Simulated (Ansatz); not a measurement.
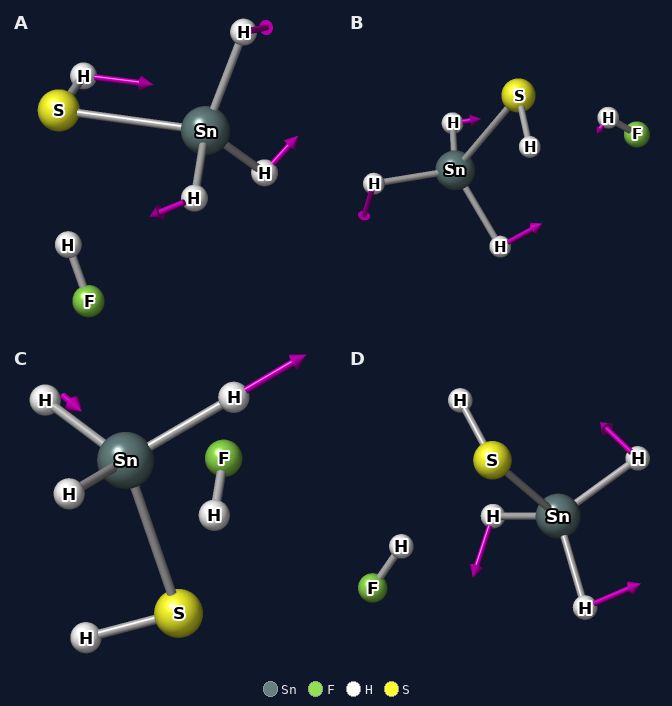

4 normal modes of one molecule or complex, as arrows. Harmonic vibrations computed with RKS PBE0-D4/def2-TZVP, core potentials on Sn (Ansatz 0.2.0) at a stationary point of the same level.

Match the panels to the wavenumbers 78 cm⁻¹, 465 cm⁻¹, 720 cm⁻¹, 1994 cm⁻¹.

A: 720 cm⁻¹, angle bending
B: 465 cm⁻¹, H–Sn–S bending
C: 1994 cm⁻¹, Sn–H stretching
D: 78 cm⁻¹
